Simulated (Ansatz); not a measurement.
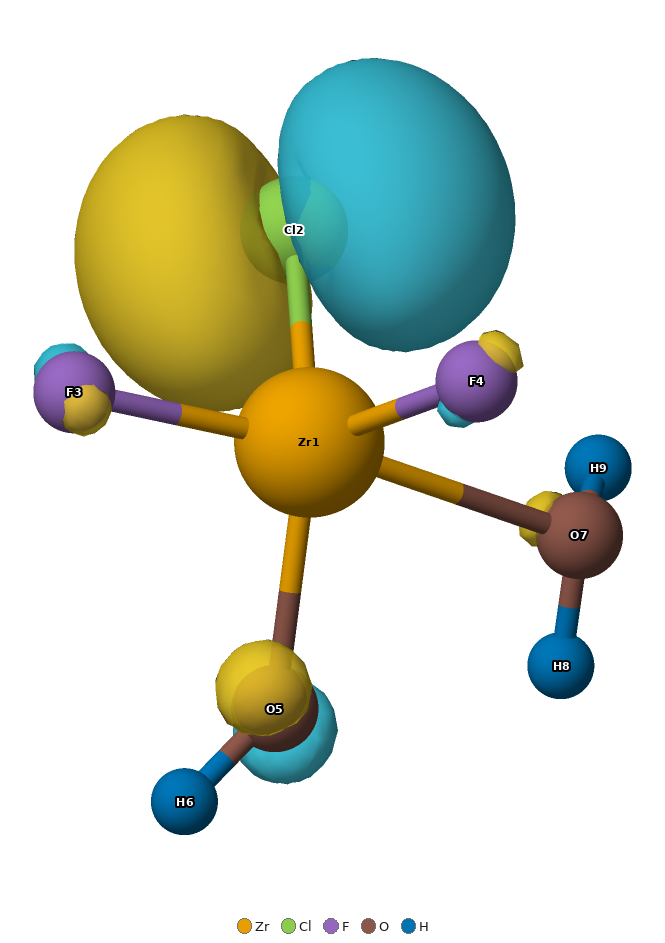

ClF$_{2}$H$_{3}$O$_{2}$Zr. The HOMO−1 at ±0.15 Å⁻³ᐟ² (yellow and cyan are the two phases), seen at an oblique angle.

Core potentials replace the inner electrons of Zr.

The calculation used RKS B3LYP-D4/def2-SVP (Ansatz).

```xyz
9

Zr   -0.1395    0.0186    0.1870
Cl    0.2878    0.3012    2.5467
F     1.6343   -0.3271   -0.4365
F    -0.5800    1.5822   -0.8233
O    -0.9833   -1.6419   -0.4113
H    -0.7273   -2.3883   -0.9636
O    -2.3674    0.1244    1.0158
H    -2.7846   -0.7193    0.7762
H    -2.4279    0.2129    1.9800
```

What is the character of this orbital?

Answer. It lies mainly on Cl2 (about 85 %); largely a lone pair of Cl2. Its energy is −8.61 eV.
